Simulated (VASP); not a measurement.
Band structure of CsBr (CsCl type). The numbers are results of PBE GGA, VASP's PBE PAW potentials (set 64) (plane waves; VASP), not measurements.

Unless said otherwise, spin-orbit coupling is left out, though it shifts the bands of the heavy elements here.

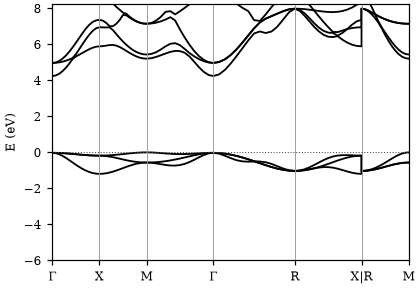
Figure. Bands along high-symmetry lines, zero at the valence-band maximum or, without a gap, the Fermi level

Read the plot: is there a gap, and where are the band edges?

The gap is indirect, 4.24 eV, from the valence maximum at M to the conduction minimum at Γ. (Edges off the drawn lines would not show.)

Measured: gap 7.30 eV (computed value off by -3.06 eV), as given by Aguado et al., (1998), arXiv:cond-mat/9809176.

The compound is CsBr in the CsCl type structure. It was relaxed first, which changed the volume by +7 %.
